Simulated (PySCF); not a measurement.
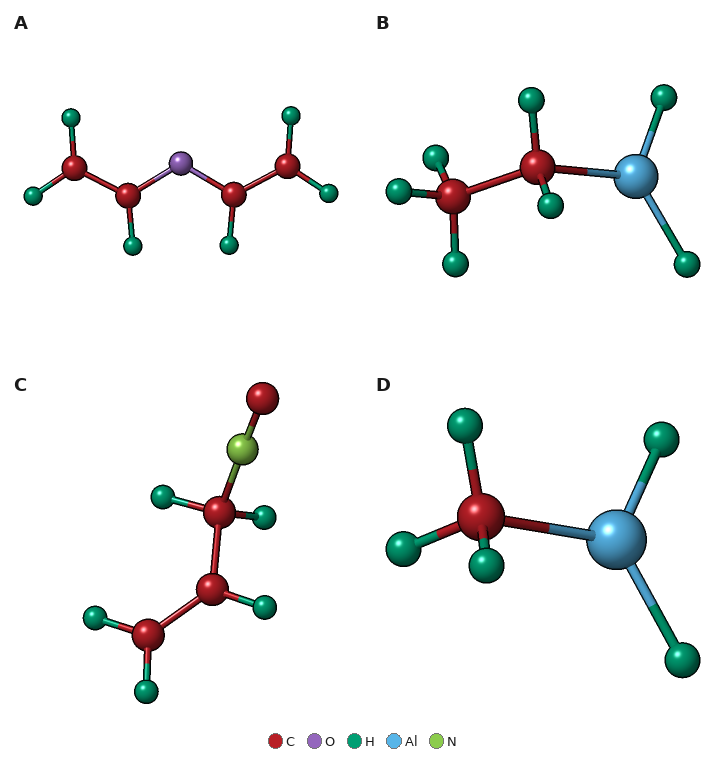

(Drawn from a calculation with PySCF.)

Q: Match each picture to its SMILES.
(1) [CH3][AlH2]
(2) C=COC=C
(3) C[CH2][AlH2]
(4) [C-]#[N+]CC=C

A: A is (2), B is (3), C is (4), D is (1).
